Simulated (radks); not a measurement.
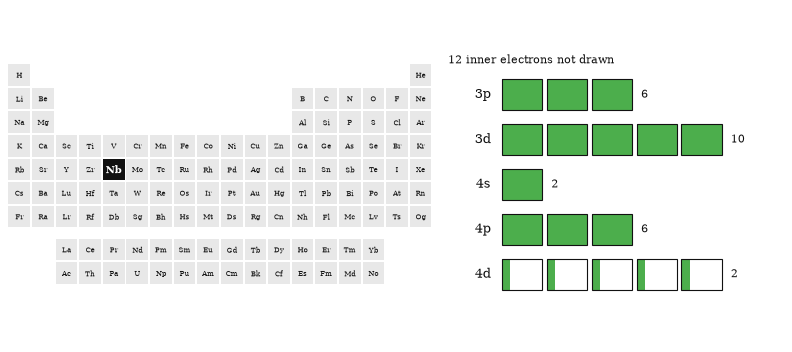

Left, the place of niobium in the periodic table; right, the outer shells as the input fills them: a box for each of the 2l + 1 orbitals, shaded by the share of the shell that is filled, with the electron count at the right.

## Atomic calculation, with input and output: Nb³⁺

- system: the niobium ion Nb³⁺ in the configuration [Kr] 4d2 (open shells shared over both j by 2j + 1).
- method: Dirac Kohn-Sham, PBE, spin-unpolarised, spherical densities, point nucleus (the in-house radial solver radks)

The input:
```
Z 41
configuration [Kr] 4d2
relativity Dirac
functional pbe,pbe
spin unpolarised
j_filling average
nucleus point
c 137.035999084
mesh_end 12
max_iterations 53
```

Energies in input and log are in hartree, lengths in bohr.

Launched within a batch (the task file carries these settings):
```bash
python <driver script> task.json out
```

The program's output:
```
1s1/2   1   2.0000        -692.03605677
2s1/2   1   2.0000         -97.77867354
2p1/2   1   2.0000         -89.82508497
2p3/2   1   4.0000         -86.30536112
3s1/2   1   2.0000         -17.27488917
3p1/2   1   2.0000         -14.28089003
3p3/2   1   4.0000         -13.71056074
3d3/2   1   4.0000          -8.42623895
3d5/2   1   6.0000          -8.32002844
4s1/2   1   2.0000          -3.26722912
4p1/2   1   2.0000          -2.42929112
4p3/2   1   4.0000          -2.34869899
4d3/2   1   0.8000          -1.12934284
4d5/2   1   1.2000          -1.12074856
Etot -3818.4424021383197
Ekin 3952.819233673586
Encl -9178.344474756423
Eh 1525.0858856547504
Exc -118.00304671023385
err 2.0866066424457895e-09
it 14
```

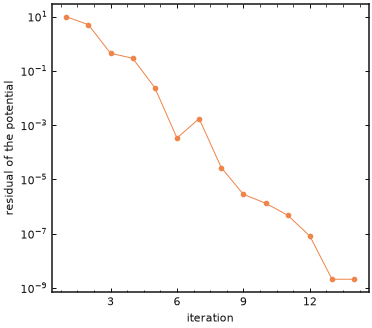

Convergence: residual of the potential against the iteration. The residual comes down, with one marked jump up, by a factor of about 5, at step 7. It goes from 9.8 to 2.1×10⁻⁹ in 14 steps.

What the run reported:

| quantity | value |
| --- | --- |
| outcome | converged |
| total energy | −3818.4424 hartree |
| kinetic energy | 3952.8192 hartree |
| electron–nucleus energy | −9178.3445 hartree |
| Hartree energy | 1525.0859 hartree |
| exchange–correlation energy | −118.003047 hartree |
| radius at density 0.001 e/bohr³ | 3.30 bohr |
| SCF iterations | 14 |
| hardware | 1 thread of Arm Neoverse V2, 23 GiB of memory available, shared host |

What is odd here:

A numerical setting was moved from its usual value: mesh end rmax = 12. The program ran to the end, and its total energy equals that of the same run with the usual input (−3818.44240 hartree) within 10⁻⁵ hartree, so the oddity leaves no trace in it.
